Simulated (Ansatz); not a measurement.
# InH3 (SMILES [InH3]) at BHLYP/def2-TZVP (core potential)

Aim: the electronic atomisation energy of InH3 at BHLYP/def2-TZVP (core potential), from 3 runs. 

The results are computed with Ansatz 0.2.0.

32 further runs of the same task are left out: 3 that didn't finish, 29 set aside as unsound or not needed.

**1. Starting point**

InH3 has 4 atoms, charge 0, and is taken as a singlet. SMILES: `[InH3]`. Geometry: relaxed at PBE0-D4/def2-TZVP.

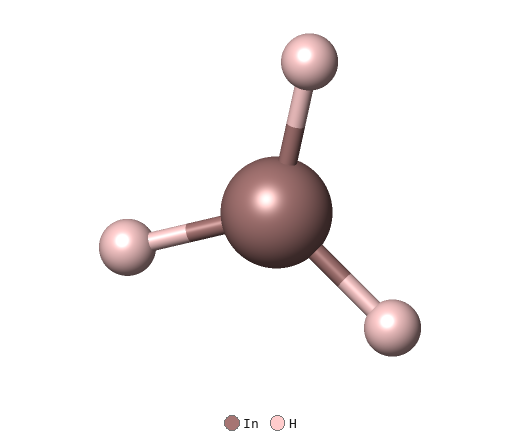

Viewed from a chosen angle; indium brown, hydrogen pink.

**2. A single-point energy at BHLYP/def2-TZVP (core potential)**

The input, job.yaml:

```yaml
basis:
  gaussian:
    orbitals: def2-TZVP
crystal:
  periodic: [false, false, false]
  atoms:
    - {symbol: In, position_ang: [0.013900, -0.015100, -0.005100]}
    - {symbol: H, position_ang: [0.415500, 1.516000, 0.678200]}
    - {symbol: H, position_ang: [-1.095600, -0.107300, -1.321400]}
    - {symbol: H, position_ang: [0.721800, -1.454000, 0.628000]}
hamiltonian:
  xc: {name: BHLYP}
accuracy: high
output: {orbitals: {seedname: orbitals}}
```

Started as:

```console
$ ansatz run job.yaml --threads 1 --pin off --max-ram 3480MiB --events-out events.jsonl --progress --plain --runs-dir runs
```

Standard output:

```text
Warning: RAYON_NUM_THREADS=1 ignored (pool sized by the plan → 1); use --threads N
Functional definition: BHLYP
  name "BHLYP"
  parameter a = 0.5
  exchange = (1 - a)*b88_x + a*exact_x
  correlation = lyp_c
1334 factors; integrals over basis functions are off by at most 2.7e-9 eV
mean field evaluation 1: about -5219.0993 eV, gradient 1.0e1 eV
mean field evaluation 2: about -5219.3542 eV, gradient 4.9e0 eV
mean field evaluation 4: about -5219.3942 eV, gradient 9.8e-2 eV
mean field evaluation 8: about -5219.3939 eV, gradient 1.1e-3 eV
mean field evaluation 16: about -5219.3939 eV, gradient 7.2e-8 eV
mean field -5219.39394582 eV, -191.8091896766 hartree, gradient 7.2e-8 eV, S^2 0.000000; 0 other end points of the search recorded, 0 dependent functions left out
reference -5219.39397027 eV, -191.8091905752 hartree; 12, 12 occupied and 56, 56 virtual orbitals, 1334 factors
Total energy: -5219.39397027 eV, -191.8091905752 hartree
```

It took 3.3 s on 1 thread of Arm Neoverse V2, shared host; peak memory 0.16 GiB.

**3. The H atom at the same level**

The input, job.yaml:

```yaml
crystal:
  periodic: [false, false, false]
  atoms:
    - {symbol: H, position_ang: [0.000000, 0.000000, 0.000000]}
basis:
  gaussian:
    orbitals: def2-TZVP
magnetization:
  spin_polarized: true
  initial_magnetization: 1
hamiltonian:
  xc: {name: BHLYP}
accuracy: high
```

Run the same way, it converges to -0.49854 Eh (log not shown).

**4. The In atom, same level**

The input, in.yaml:

```yaml
crystal:
  periodic: [false, false, false]
  atoms:
    - {symbol: In, position_ang: [0.000000, 0.000000, 0.000000]}
basis:
  gaussian: {orbitals: def2-TZVP}
total_charge: 0
magnetization: {spin_polarized: true, initial_magnetization: 1}
hamiltonian: {xc: {name: BHLYP}}
accuracy: high
```

Run the same way, it converges to -190.04002 Eh (log not shown).

**5. Results**

Level: BHLYP/def2-TZVP (core potential).

```
                     quantity          value
       molecule: total energy  -191.80919 Eh
        molecule: HOMO energy       -9.29 eV
        molecule: LUMO energy       -1.27 eV
      molecule: HOMO–LUMO gap        8.02 eV
         H atom: total energy    -0.49854 Eh
                 H atom: ⟨S²⟩          0.750
        In atom: total energy  -190.04002 Eh
                In atom: ⟨S²⟩          0.754
electronic atomisation energy       7.443 eV
```

**Reading.** Taking the molecule apart into free atoms costs 7.44 eV (718 kJ/mol), before zero-point energy and without spin-orbit coupling.
